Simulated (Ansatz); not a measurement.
ClH₃Si

The calculation's input:

```
crystal:
  periodic: [false, false, false]
  atoms:
    - { symbol: Si, position_ang: [0.0, 0.0, 0.0] }
    - { symbol: Cl, position_ang: [1.2713, 0.0, 1.9526] }
    - { symbol: H, position_ang: [1.6559, 0.0, 0.1178] }
    - { symbol: H, position_ang: [-0.6877, 1.1914, -0.4862] }
    - { symbol: H, position_ang: [-0.6877, -1.1914, -0.4862] }
basis:
  gaussian: { orbitals: def2-mTZVP }
hamiltonian:
  xc: pbe0
  dispersion: d4
relax:
  f_tol: 0.15
  max_steps: 25
  restrain:
    - { distance: [1, 2], at: 2.57, k: 30.0 }
    - { distance: [0, 1], at: 2.13, k: 30.0 }
    - { distance: [0, 2], at: 1.46, k: 30.0 }
output:
  orbitals: {}
```

Command:

```sh
ansatz run input.yaml --threads 1 --pin off --max-ram 2048MiB --backend cpu --events-out ev --progress --plain --runs-dir out
```

The fields are those of the run's last geometry, not of the input's.

Not at a stationary point (largest force 1.0 eV/Å).

Level of theory: RKS PBE0-D4/def2-mTZVP in Ansatz.

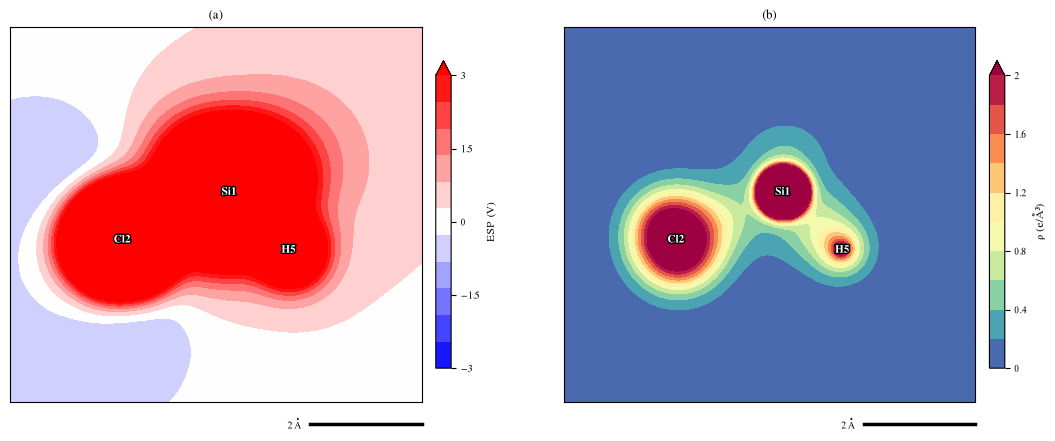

Figure 1. (a) electrostatic potential; (b) total electron density on the plane of atoms Cl2, Si1 and H5.

Describe what can be read from this map.

Answer. Atoms in the plane: Si, Cl and H.
Si–Cl (2.10 Å): ρ is about 0.82 e/Å³ halfway.
Si–H (1.48 Å): ρ is about 0.82 e/Å³ halfway.
Outside the dense part of the molecule the potential is most negative (−0.7 V) near Cl2.

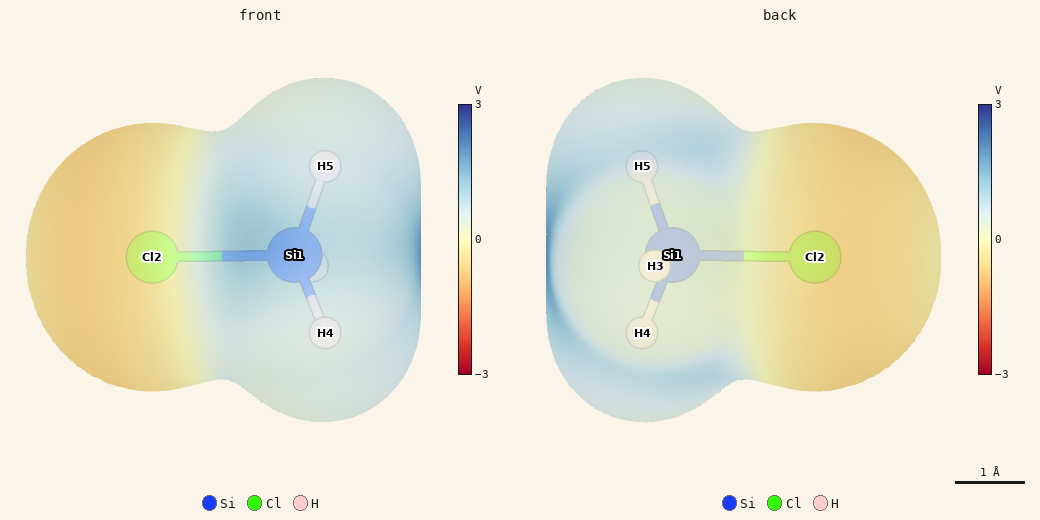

Figure 2. The electrostatic potential painted on the density surface at 0.002 e/bohr³, seen from the front and from behind; red is negative and blue positive.

Describe the electrostatic potential map.

Answer. The most negative region (about −0.7 V) lies over Cl2, the most positive (about +2.0 V) over Si1.

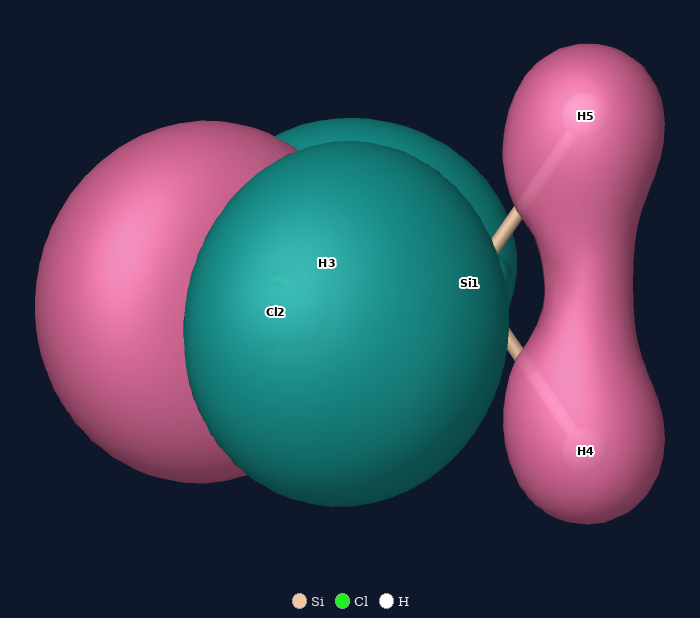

Figure 3. One frontier orbital at ±0.08 Å⁻³ᐟ² (teal and pink are the two phases), seen at a tilt.

Which orbital is it: HOMO or LUMO?

Answer. The HOMO, at −8.68 eV. It lies mainly on Cl2 (about 75 %), Si1 (about 10 %) and H3 (about 10 %); largely a lone pair of Cl2.
